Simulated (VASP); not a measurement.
Energy against volume of Na2S (antifluorite). Level of theory: revPBE GGA, VASP's PBE PAW potentials (set 64) (plane waves; VASP).

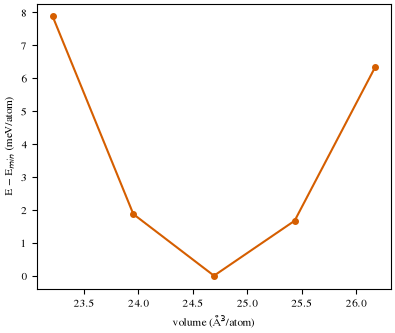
*Energy against volume*

Estimate the equilibrium volume and the bulk modulus.

The minimum lies near 24.7 Å³/atom, and the curvature gives B0 of about 25 GPa.

Measured: a 6.537 Å (computed value off by +2.0 %), as given by Some thermoelectric phenomena in copper chalcogenides replaced by lithium and sodium alkaline metals, Nanomaterials …. The calculation is for a static lattice, while the measured a holds thermal and zero-point effects, which are part of the difference.

The compound is Na2S in the antifluorite structure. It was relaxed first, which changed the volume by +6 %.
